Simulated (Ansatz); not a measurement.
# C₆H₈Si: shape, modes and thermochemistry

What shape does C₆H₈Si take? The plan is to relax it, then compute its harmonic vibrations to see whether it is a minimum and to get the zero-point energy and entropy, and look at its orbitals and charge.

Method: RKS PBE0-D4/def2-TZVP; program: Ansatz 0.2.0, Gaussian basis.

The runs, in order: relaxation at PBE-D4/def2-SVP; relaxation at PBE0-D4/def2-TZVP; harmonic vibrations at the same level; a single point in def2-TZVPP for the fields.

**1. Where the work starts**

SMILES `[SiH3]c1ccccc1`, 15 atoms, charge 0, spin multiplicity 1.

Atoms are counted from 1 here; the program's logs count them from 0.

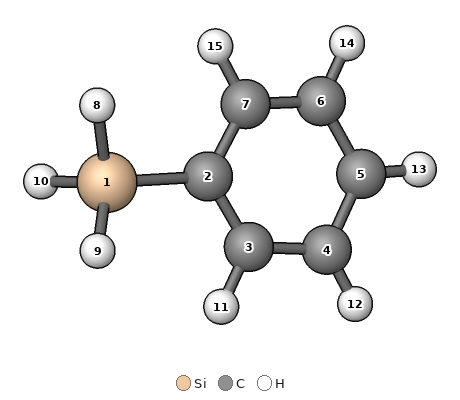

As it starts; silicon light orange, carbon grey, hydrogen white; atoms are numbered from 1 in the order of the file.

Geometry (Å):

```
Si   -0.27860    0.40300    2.42590
C    -0.08900    0.10300    0.58830
C     0.83830   -0.82640    0.13710
C     1.12310   -1.07180   -1.21510
C     0.27880   -0.41750   -2.17310
C    -0.67470    0.53370   -1.74110
C    -0.82910    0.77770   -0.37450
H    -0.74400    1.86580    2.60650
H     0.95450    0.25610    3.18670
H    -1.35000   -0.47150    2.99210
H     1.48130   -1.36910    0.88520
H     1.81140   -1.79880   -1.51810
H     0.36770   -0.58280   -3.23030
H    -1.30310    1.05520   -2.45840
H    -1.60860    1.49260   -0.08180
```

The start is a force-field geometry with small random shifts, so a cheaper pass at PBE-D4/def2-SVP comes first.

**2. Relaxation at PBE-D4/def2-SVP (cheap first pass)**

The input, in.yaml:

```yaml
crystal:
  periodic: [false, false, false]
  atoms:
    - {symbol: Si, position_ang: [-0.278600, 0.403000, 2.425900]}
    - {symbol: C, position_ang: [-0.089000, 0.103000, 0.588300]}
    - {symbol: C, position_ang: [0.838300, -0.826400, 0.137100]}
    - {symbol: C, position_ang: [1.123100, -1.071800, -1.215100]}
    - {symbol: C, position_ang: [0.278800, -0.417500, -2.173100]}
    - {symbol: C, position_ang: [-0.674700, 0.533700, -1.741100]}
    - {symbol: C, position_ang: [-0.829100, 0.777700, -0.374500]}
    - {symbol: H, position_ang: [-0.744000, 1.865800, 2.606500]}
    - {symbol: H, position_ang: [0.954500, 0.256100, 3.186700]}
    - {symbol: H, position_ang: [-1.350000, -0.471500, 2.992100]}
    - {symbol: H, position_ang: [1.481300, -1.369100, 0.885200]}
    - {symbol: H, position_ang: [1.811400, -1.798800, -1.518100]}
    - {symbol: H, position_ang: [0.367700, -0.582800, -3.230300]}
    - {symbol: H, position_ang: [-1.303100, 1.055200, -2.458400]}
    - {symbol: H, position_ang: [-1.608600, 1.492600, -0.081800]}
basis:
  gaussian: {orbitals: def2-SVP}
hamiltonian: {xc: pbe, dispersion: d4}
relax: {f_tol: 0.03, max_steps: 200}
```

Run with:

```sh
ansatz run in.yaml --threads 4 --pin off --events-out ev --progress --plain --max-ram 11315MiB
```

Output, cut to the lines that bear on the results:

```text
Functional definition: PBE
  name "PBE"
  cite "Perdew, Burke & Ernzerhof, Phys. Rev. Lett. 77, 3865 (1996) doi:10.1103/PhysRevLett.77.3865"
  parent pbe
[...]
1608 factors; their error is unknown
[...]
mean field -14209.97120585 eV, -522.2068099505 hartree, gradient 1.6e-5 eV, S^2 0.000000; 0 other end points of the search recorded, 0 dependent functions left out
[...]
reference -14209.97124416 eV, -522.2068113584 hartree; 29, 29 occupied and 113, 113 virtual orbitals, 1608 factors
relax step   1: F+E_penalty+E_count = -14210.39360255 eV  Δ(F+E_penalty+E_count) = +0.000e0 eV  max|allowed force component| = 3.120e0 eV/Å  Δτ_max = 0.0000 Å  (32 SCF iters, accepted)
[...]
relax step   3: F+E_penalty+E_count = -14210.65115906 eV  Δ(F+E_penalty+E_count) = -5.960e-2 eV  max|allowed force component| = 4.999e-2 eV/Å  Δτ_max = 0.0516 Å  (32 SCF iters, accepted)
[...]
relax step   4: F+E_penalty+E_count = -14210.65228660 eV  Δ(F+E_penalty+E_count) = -1.128e-3 eV  max|allowed force component| = 1.304e-2 eV/Å  Δτ_max = 0.0141 Å  (33 SCF iters, accepted)
1608 factors; their error is unknown
mean field -14210.23174208 eV, -522.2163844805 hartree, gradient 2.0e-5 eV, S^2 0.000000; 1 other end points of the search recorded, 0 dependent functions left out
[...]
reference -14210.23178067 eV, -522.2163858987 hartree; 29, 29 occupied and 113, 113 virtual orbitals, 1608 factors
Total energy: -14210.65232519 eV, -522.2318406247 hartree
Atom 0 at    -0.320792     0.442140     2.432659 Å, force     0.003720     0.003069    -0.004079 eV/Å
Atom 1 at    -0.062831     0.121918     0.591734 Å, force    -0.005510    -0.008823    -0.009863 eV/Å
Atom 2 at     0.894110    -0.817798     0.146160 Å, force    -0.004768     0.002023    -0.008192 eV/Å
Atom 3 at     1.059587    -1.086113    -1.221206 Å, force     0.003106     0.005888    -0.005263 eV/Å
Atom 4 at     0.271202    -0.414856    -2.169206 Å, force    -0.009584    -0.010222    -0.000763 eV/Å
Atom 5 at    -0.682705     0.523747    -1.744959 Å, force     0.008846     0.003505    -0.004062 eV/Å
Atom 6 at    -0.845836     0.789742    -0.376901 Å, force     0.003511    -0.006529    -0.005591 eV/Å
Atom 7 at    -0.786510     1.856827     2.645409 Å, force    -0.007147     0.009858     0.007412 eV/Å
Atom 8 at     0.968469     0.219008     3.175192 Å, force     0.006959    -0.004082     0.013041 eV/Å
Atom 9 at    -1.360299    -0.483111     3.012543 Å, force     0.003723     0.002594    -0.000920 eV/Å
Atom 10 at     1.526993    -1.347924     0.876436 Å, force    -0.005947    -0.000717     0.007225 eV/Å
Atom 11 at     1.810469    -1.821578    -1.549291 Å, force     0.001490     0.005124     0.000325 eV/Å
Atom 12 at     0.401653    -0.622775    -3.242479 Å, force     0.000242     0.000465     0.001899 eV/Å
Atom 13 at    -1.301495     1.054682    -2.484920 Å, force     0.003475     0.001224     0.000829 eV/Å
Atom 14 at    -1.594015     1.535290    -0.061771 Å, force    -0.002118    -0.003378     0.008002 eV/Å
Dipole moment:     0.023518    -0.036063    -0.189373 e Å
```

Wall time 10 s (4 threads of Arm Neoverse V2, shared host).

The steps of the relaxation:

```
step  energy from step 1 (eV)  largest force component (eV/Å)
   1                   0.0000                          3.1199
   2                  -0.1980                          1.4686
   3                  -0.2576                          0.0500
   4                  -0.2587                          0.0130
```

Close pairs (by a distance rule), those that changed most:

```
  bond  before (Å)  after (Å)  change (Å)
C4–H12       1.046      1.101      +0.055
Si1–H9       1.456      1.504      +0.048
Si1–H8       1.546      1.504      -0.041
 C4–C5       1.435      1.404      -0.031
C5–H13       1.074      1.101      +0.027
 C2–C3       1.388      1.413      +0.025
 C2–C7       1.389      1.413      +0.024
C3–H11       1.126      1.102      -0.024
```

**3. Optimising with PBE0-D4/def2-TZVP**

The input, in.yaml:

```yaml
crystal:
  periodic: [false, false, false]
  atoms:
    - {symbol: Si, position_ang: [-0.320792, 0.442140, 2.432659]}
    - {symbol: C, position_ang: [-0.062831, 0.121918, 0.591734]}
    - {symbol: C, position_ang: [0.894110, -0.817798, 0.146160]}
    - {symbol: C, position_ang: [1.059587, -1.086113, -1.221206]}
    - {symbol: C, position_ang: [0.271202, -0.414856, -2.169206]}
    - {symbol: C, position_ang: [-0.682705, 0.523747, -1.744959]}
    - {symbol: C, position_ang: [-0.845836, 0.789742, -0.376901]}
    - {symbol: H, position_ang: [-0.786510, 1.856827, 2.645409]}
    - {symbol: H, position_ang: [0.968469, 0.219008, 3.175192]}
    - {symbol: H, position_ang: [-1.360299, -0.483111, 3.012543]}
    - {symbol: H, position_ang: [1.526993, -1.347924, 0.876436]}
    - {symbol: H, position_ang: [1.810469, -1.821578, -1.549291]}
    - {symbol: H, position_ang: [0.401653, -0.622775, -3.242479]}
    - {symbol: H, position_ang: [-1.301495, 1.054682, -2.484920]}
    - {symbol: H, position_ang: [-1.594015, 1.535290, -0.061771]}
basis:
  gaussian: {orbitals: def2-TZVP}
hamiltonian: {xc: pbe0, dispersion: d4}
relax: {f_tol: 0.005, max_steps: 150}
```

Launched as before.

Output, cut to the lines that bear on the results:

```text
Functional definition: PBE0
  name "PBE0"
  cite "Adamo & Barone, J. Chem. Phys. 110, 6158 (1999) doi:10.1063/1.478522"
  cite "Perdew, Burke & Ernzerhof, Phys. Rev. Lett. 77, 3865 (1996) doi:10.1103/PhysRevLett.77.3865"
  parent pbe
[...]
1700 factors; their error is unknown
[...]
mean field -14221.14737865 eV, -522.6175267255 hartree, gradient 2.0e-5 eV, S^2 0.000000; 0 other end points of the search recorded, 0 dependent functions left out
[...]
reference -14221.14741673 eV, -522.6175281247 hartree; 29, 29 occupied and 242, 242 virtual orbitals, 1700 factors
relax step   1: F+E_penalty+E_count = -14221.50375601 eV  Δ(F+E_penalty+E_count) = +0.000e0 eV  max|allowed force component| = 5.680e-1 eV/Å  Δτ_max = 0.0000 Å  (33 SCF iters, accepted)
[...]
Atom 5 at    -0.674292     0.517606    -1.725439 Å, force     0.000039    -0.000617     0.000761 eV/Å
Atom 6 at    -0.837715     0.777021    -0.373325 Å, force    -0.000210     0.000554    -0.000422 eV/Å
Atom 7 at    -0.775558     1.837555     2.613175 Å, force     0.000180    -0.000449    -0.001303 eV/Å
Atom 8 at     0.959820     0.217772     3.137356 Å, force    -0.000050    -0.000261    -0.001464 eV/Å
Atom 9 at    -1.342036    -0.474514     2.980286 Å, force    -0.000389    -0.000209     0.000749 eV/Å
Atom 10 at     1.501700    -1.333164     0.864107 Å, force     0.000272     0.000788     0.000822 eV/Å
Atom 11 at     1.789012    -1.794937    -1.531174 Å, force     0.000184    -0.000139    -0.000202 eV/Å
Atom 12 at     0.399628    -0.611670    -3.201131 Å, force    -0.000295    -0.000318    -0.000042 eV/Å
Atom 13 at    -1.281558     1.042239    -2.454464 Å, force    -0.000030     0.000169    -0.000263 eV/Å
Atom 14 at    -1.575226     1.510076    -0.061202 Å, force     0.000320     0.000410     0.000858 eV/Å
Dipole moment:     0.027263    -0.037039    -0.204663 e Å
```

Run time: 38 s. Hardware: 4 threads of Arm Neoverse V2, shared host; peak memory 0.97 GiB.

Relaxation path:

```
step  energy from step 1 (eV)  largest force component (eV/Å)
   1                   0.0000                          0.5680
   2                  -0.0754                          0.1484
   3                  -0.0806                          0.0302
   4                  -0.0807                          0.0015
```

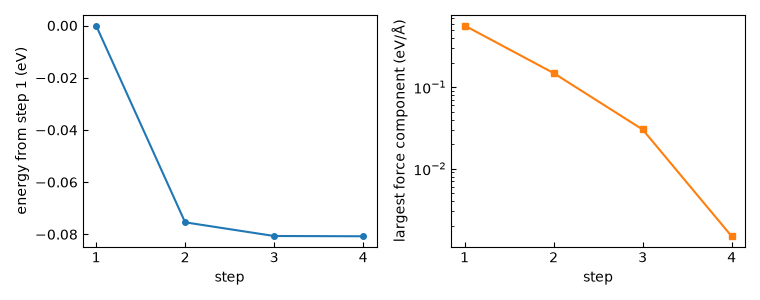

Energy and force, step by step.

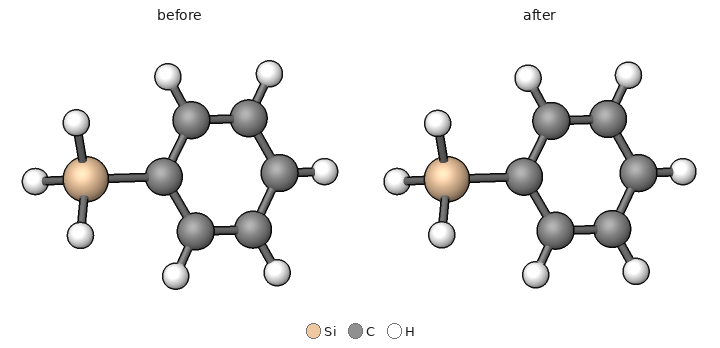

The geometry before (left) and after (right).

Close pairs (by a distance rule), those that changed most:

```
   bond  before (Å)  after (Å)  change (Å)
 Si1–C2       1.886      1.867      -0.019
Si1–H10       1.508      1.489      -0.019
  C2–C3       1.413      1.396      -0.017
  C2–C7       1.413      1.396      -0.017
 Si1–H8       1.504      1.487      -0.017
 Si1–H9       1.504      1.487      -0.017
 C4–H12       1.101      1.084      -0.017
  C4–C5       1.404      1.387      -0.017
```

Mulliken charges at the end point, from the run's report:

Si1 0.16; C2 0.01; C3 -0.15; C4 -0.15; C5 -0.08; C6 -0.15; C7 -0.15; H8 -0.03; H9 -0.03; H10 -0.02; H11 0.12; H12 0.12; H13 0.12; H14 0.12; H15 0.12

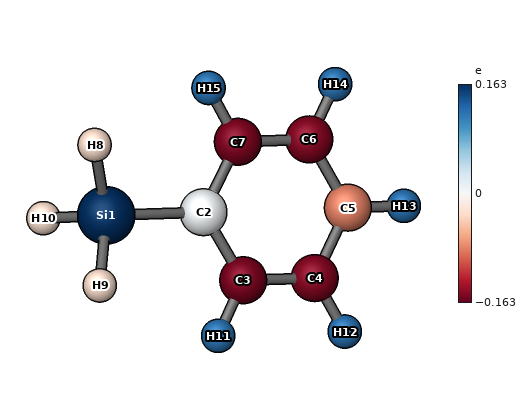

Mulliken charges at the end point, from the run's report, as colours on the atoms.

**4. Harmonic vibrations**

The input, in.yaml:

```yaml
crystal:
  periodic: [false, false, false]
  atoms:
    - {symbol: Si, position_ang: [-0.316045, 0.438446, 2.405872]}
    - {symbol: C, position_ang: [-0.066153, 0.115966, 0.583861]}
    - {symbol: C, position_ang: [0.880399, -0.810530, 0.143323]}
    - {symbol: C, position_ang: [1.047380, -1.073221, -1.207759]}
    - {symbol: C, position_ang: [0.268644, -0.409446, -2.144086]}
    - {symbol: C, position_ang: [-0.674292, 0.517606, -1.725439]}
    - {symbol: C, position_ang: [-0.837715, 0.777021, -0.373325]}
    - {symbol: H, position_ang: [-0.775558, 1.837555, 2.613175]}
    - {symbol: H, position_ang: [0.959820, 0.217772, 3.137356]}
    - {symbol: H, position_ang: [-1.342036, -0.474514, 2.980286]}
    - {symbol: H, position_ang: [1.501700, -1.333164, 0.864107]}
    - {symbol: H, position_ang: [1.789012, -1.794937, -1.531174]}
    - {symbol: H, position_ang: [0.399628, -0.611670, -3.201131]}
    - {symbol: H, position_ang: [-1.281558, 1.042239, -2.454464]}
    - {symbol: H, position_ang: [-1.575226, 1.510076, -0.061202]}
basis:
  gaussian: {orbitals: def2-TZVP}
hamiltonian: {xc: pbe0, dispersion: d4}
phonons: {temperatures: {t_min: 298.15, t_max: 900, t_step: 200}}
```

Launched as before.

Output, cut to the lines that bear on the results:

```text
Functional definition: PBE0
  name "PBE0"
  cite "Adamo & Barone, J. Chem. Phys. 110, 6158 (1999) doi:10.1063/1.478522"
  cite "Perdew, Burke & Ernzerhof, Phys. Rev. Lett. 77, 3865 (1996) doi:10.1103/PhysRevLett.77.3865"
  parent pbe
[...]
1700 factors; their error is unknown
[...]
mean field -14221.22448250 eV, -522.6203602396 hartree, gradient 1.9e-5 eV, S^2 0.000000; 0 other end points of the search recorded, 0 dependent functions left out
[...]
reference -14221.22452026 eV, -522.6203616273 hartree; 29, 29 occupied and 242, 242 virtual orbitals, 1700 factors
[...]
1700 factors; their error is unknown
mean field -14221.22437694 eV, -522.6203563605 hartree, gradient 3.0e-6 eV, S^2 0.000000; 0 other end points of the search recorded, 0 dependent functions left out
[...]
reference -14221.22441470 eV, -522.6203577481 hartree; 29, 29 occupied and 242, 242 virtual orbitals, 1700 factors
[...]
Atom 5 at    -0.674292     0.517606    -1.725439 Å, force     0.000043    -0.000623     0.000737 eV/Å
Atom 6 at    -0.837715     0.777021    -0.373325 Å, force    -0.000219     0.000563    -0.000402 eV/Å
Atom 7 at    -0.775558     1.837555     2.613175 Å, force     0.000180    -0.000450    -0.001304 eV/Å
Atom 8 at     0.959820     0.217772     3.137356 Å, force    -0.000048    -0.000261    -0.001461 eV/Å
Atom 9 at    -1.342036    -0.474514     2.980286 Å, force    -0.000386    -0.000205     0.000747 eV/Å
Atom 10 at     1.501700    -1.333164     0.864107 Å, force     0.000258     0.000799     0.000809 eV/Å
Atom 11 at     1.789012    -1.794937    -1.531174 Å, force     0.000177    -0.000129    -0.000195 eV/Å
Atom 12 at     0.399628    -0.611670    -3.201131 Å, force    -0.000297    -0.000316    -0.000032 eV/Å
Atom 13 at    -1.281558     1.042239    -2.454464 Å, force    -0.000024     0.000164    -0.000256 eV/Å
Atom 14 at    -1.575226     1.510076    -0.061202 Å, force     0.000324     0.000405     0.000854 eV/Å
Dipole moment:     0.027262    -0.037039    -0.204663 e Å
[...]
```

It took 8.5 min on 4 threads of Arm Neoverse V2, shared host; peak memory 0.98 GiB.

Motions are named by where the mode's potential energy lies. The modes, unscaled (a negative number is an imaginary wavenumber):

```
mode  cm⁻¹                  motion
   1    18                 torsion
   2   149                 torsion
   3   190                    bend
   4   389  Si–C stretch with bend
   5   399                 torsion
   6   431                 torsion
   7   630                    bend
   8   648  bend with wag or twist
   9   652                    bend
  10   708  bend with Si–C stretch
  11   717            wag or twist
  12   771            wag or twist
  13   873            wag or twist
  14   924                    bend
  15   936  bend with wag or twist
  16   941            wag or twist
  17   953  bend with wag or twist
  18   976            wag or twist
  19   993            wag or twist
  20  1023   bend with C–C stretch
  21  1060   C–C stretch with bend
  22  1107   bend with C–C stretch
  23  1145   bend with C–C stretch
  24  1182                    bend
  25  1213                    bend
  26  1330   C–C stretch with bend
  27  1365   bend with C–C stretch
  28  1471                    bend
  29  1526                    bend
  30  1637             C–C stretch
  31  1658             C–C stretch
  32  2214            Si–H stretch
  33  2222            Si–H stretch
  34  2228            Si–H stretch
  35  3175             C–H stretch
  36  3176             C–H stretch
  37  3191             C–H stretch
  38  3202             C–H stretch
  39  3213             C–H stretch
```

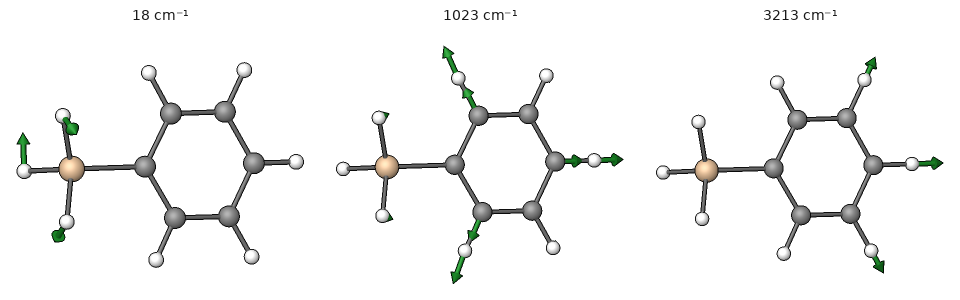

Displacements of 3 modes, as arrows.

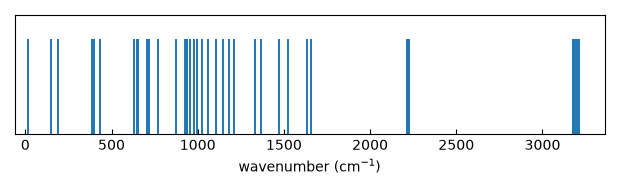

The harmonic wavenumbers as sticks (no intensities were computed).

Ideal gas, rigid rotor and harmonic oscillator at 298.15 K and 1 bar, with symmetry number 1:

```
                term            value
   zero-point energy    72.4 kcal/mol
          H(298) − E    77.4 kcal/mol
entropy, translation  167.3 J/(mol K)
   entropy, rotation  116.7 J/(mol K)
  entropy, vibration   74.7 J/(mol K)
      entropy, total  358.7 J/(mol K)
```

**5. Fields at the relaxed geometry**

in.yaml, as its differences from that of step 4:

```diff
@@ -19,4 +19,4 @@
 basis:
-  gaussian: {orbitals: def2-TZVP}
+  gaussian: {orbitals: def2-TZVPP}
 hamiltonian: {xc: pbe0, dispersion: d4}
-phonons: {temperatures: {t_min: 298.15, t_max: 900, t_step: 200}}
+output: {orbitals: {seedname: orbitals}}
```

Launched as before.

Output:

```text
Functional definition: PBE0
  name "PBE0"
  cite "Adamo & Barone, J. Chem. Phys. 110, 6158 (1999) doi:10.1063/1.478522"
  cite "Perdew, Burke & Ernzerhof, Phys. Rev. Lett. 77, 3865 (1996) doi:10.1103/PhysRevLett.77.3865"
  parent pbe
  parameter a = 0.25
  parameter kappa = 0.804
  parameter beta = 0.06672455060314922
  exchange = (1 - a)*pbe_x(kappa = kappa, mu = beta*pi^2/3) + a*exact_x
  correlation = pbe_c(beta = beta)
1843 factors; their error is unknown
mean field evaluation 1: about -14211.6995 eV, gradient 6.2e1 eV
mean field evaluation 2: about -14205.8861 eV, gradient 7.8e1 eV
mean field evaluation 4: about -14221.2397 eV, gradient 3.8e0 eV
mean field evaluation 8: about -14221.2715 eV, gradient 2.5e-1 eV
mean field evaluation 16: about -14221.2885 eV, gradient 6.1e-4 eV
mean field -14221.28852433 eV, -522.6227137336 hartree, gradient 6.5e-5 eV, S^2 0.000000; 0 other end points of the search recorded, 0 dependent functions left out
reference -14221.28856217 eV, -522.6227151240 hartree; 29, 29 occupied and 311, 311 virtual orbitals, 1843 factors
Total energy: -14221.64858044 eV, -522.6359455516 hartree
```

It took 7 s on 4 threads of Arm Neoverse V2, shared host; peak memory 1.1 GiB.

Orbitals, density, ELF and potential are computed afterwards from the orbital file.

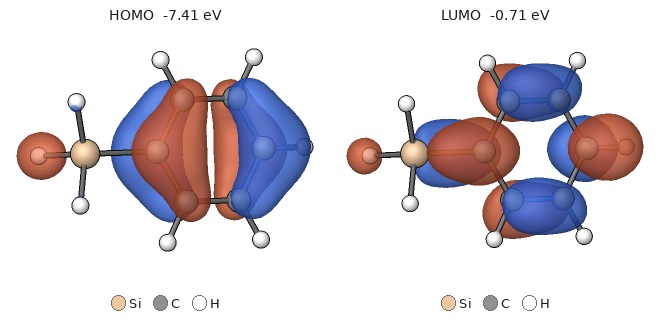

PBE0-D4/def2-TZVPP orbitals near the gap, drawn at the value that encloses 70 % of each; the two colours are the two signs.

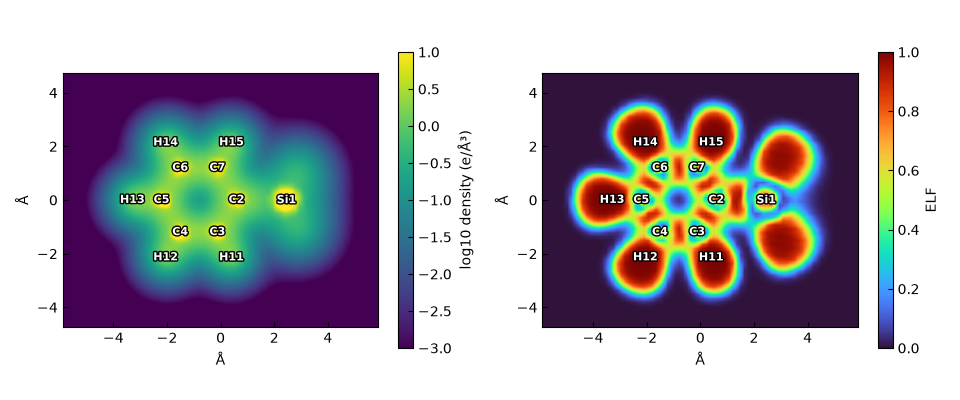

Density (left) and ELF (right) in a plane through or near 12 of the atoms.

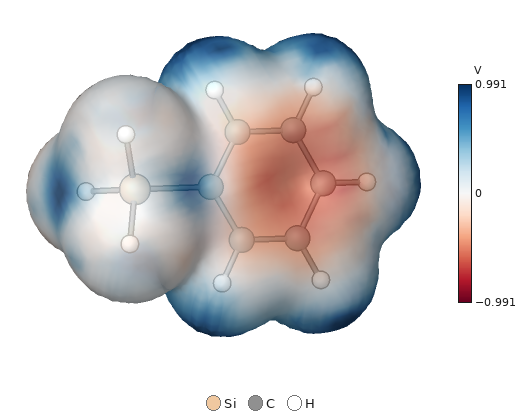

Electrostatic potential on the surface of density 0.002 e/bohr³; red is low, blue high. It runs from -0.57 V near C5 to 0.99 V near H12.

**6. Results**

| quantity | value |
| --- | --- |
| point group | Cs |
| steps | 4 + 4 |
| shift from the start (rms) | 0.043 Å |
| total energy | -14221.5845 eV |
| dispersion term | -360 meV |
| dipole moment | 1.01 D |
| lowest, highest wavenumber | 18, 3213 cm⁻¹ |
| zero-point energy | 72.4 kcal/mol |
| entropy at 298.15 K | 358.7 J/(mol K) |
| HOMO, LUMO | -7.41, -0.71 eV |

The relaxed geometry lies 0.04 Å (rms) from the start; the bond that changed most is Si1–H8, from 1.546 to 1.487 Å. No mode is imaginary: a true minimum at this level. The stiffest mode, 3213 cm⁻¹, is a C–H stretch, and 3 modes under 200 cm⁻¹ make the vibrational entropy uncertain. Harmonic hybrid wavenumbers usually lie a few per cent above measured fundamentals. The largest Mulliken charge, +0.16 e, sits on Si1. The HOMO lies mostly on C2, C5 about 27 % each; 4 C atoms about 8 % each and the LUMO on C2, C5 about 22 % each; C3, C7 about 9 % each.
